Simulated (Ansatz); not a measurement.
# AlH5Se: taking an electron away

Aim: the vertical ionisation energy of AlH5Se, as cation minus neutral at the neutral's geometry, on several levels, and how well −ε(HOMO) stands in for it.

Program: Ansatz 0.2.0, Gaussian basis. Level of theory: unrestricted cation, the program's frozen cores in correlated methods. These are calculated values, not measurements.

Plan: UKS PBE-D4/def2-TZVPP; UKS r2SCAN-D4/def2-TZVPP; UKS PBE0-D4/def2-TZVPP; UKS B3LYP-D4/def2-TZVPP; UKS wB97X-V/def2-TZVPP; UKS wB97M-V/def2-TZVPP; UKS B2PLYP/def2-TZVPP; UHF-CCSD(T)/def2-TZVPP; UHF-MP2/def2-QZVPP; extrapolation to the limit; then −ε(HOMO) from the neutral's earlier runs with LDA (SPW92), PBE-D4, revPBE-D4, BLYP-D4, r2SCAN-D4, B97M-V, PBE0-D4, B3LYP-D4, r2SCANh-D4, r2SCAN0-D4, HSE06-D4, BHLYP-D4, CAM-B3LYP-D4, LC-ωPBE, ωB97X-V, ωB97M-V.

### Step 1. Structure used throughout

All runs share one geometry, relaxed beforehand with PBE0-D4 in a triple-zeta def2 set.

SMILES `[AlH3-][SeH2+]`, 7 atoms, charge 0, spin multiplicity 1.

Atoms are counted from 1 here; the program's logs count them from 0.

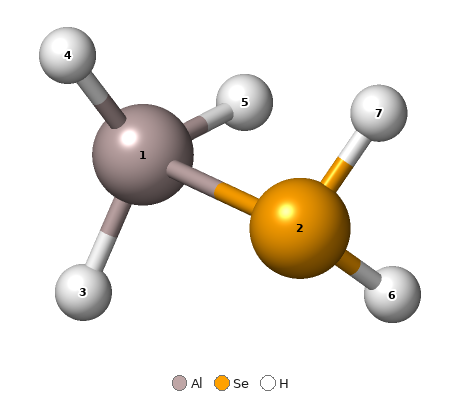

The structure; aluminium light grey, selenium orange, hydrogen white; atoms are numbered from 1 in the order of the file.

### Step 2. Cation, UKS PBE-D4/def2-TZVPP

File in.yaml:

```yaml
crystal:
  periodic: [false, false, false]
  atoms:
    - {symbol: Al, position_ang: [-0.744171, -0.591968, -0.660555]}
    - {symbol: Se, position_ang: [0.804922, 0.318788, 1.310951]}
    - {symbol: H, position_ang: [-0.120860, -2.061166, -0.657125]}
    - {symbol: H, position_ang: [-2.114594, -0.336296, 0.116433]}
    - {symbol: H, position_ang: [-0.317440, 0.420355, -1.817225]}
    - {symbol: H, position_ang: [2.044905, 0.436197, 0.531947]}
    - {symbol: H, position_ang: [0.508438, 1.746189, 1.129876]}
basis:
  gaussian: {orbitals: def2-TZVPP}
total_charge: 1
magnetization: {spin_polarized: true, initial_magnetization: 1}
hamiltonian: {xc: pbe, dispersion: d4}
```

After this run come: Cation, UKS r2SCAN-D4/def2-TZVPP; Cation, UKS PBE0-D4/def2-TZVPP; Cation, UKS B3LYP-D4/def2-TZVPP; Cation, UKS wB97X-V/def2-TZVPP; Cation, UKS wB97M-V/def2-TZVPP; Cation, UKS B2PLYP (frozen core)/def2-TZVPP; Cation, UHF-CCSD(T)/def2-TZVPP; Cation, UHF-MP2/def2-QZVPP.

Before running them: what should the planned runs give, taken together? Wanted: ionisation energy, CCSD(T)/CBS; nearest functional by difference; nearest −ε(HOMO); −ε(HOMO) of PBE; T1 of the cation.

As calculated:

| quantity | value |
| --- | --- |
| ionisation energy, CCSD(T)/CBS | 10.48 eV |
| nearest functional by difference | ωB97X-V (-0.10 eV) |
| nearest −ε(HOMO) | LC-ωPBE (+0.16 eV) |
| −ε(HOMO) of PBE | 6.56 eV |
| T1 of the cation | 0.023 |

**Reading.** Energy differences with functionals land within 0.76 eV of the reference. The PBE orbital energy is 3.9 eV too small: a semilocal HOMO is no ionisation energy. Among orbital estimates LC-ωPBE comes nearest. Hartree-Fock falls 0.81 eV short, as the neutral has more correlation energy than the cation. Correlated methods include outer-core shells of Se, which these sets cover unevenly. With outer-core shells in play the reference is unsure by up to some tenths of an eV, so close misses can't be ranked.
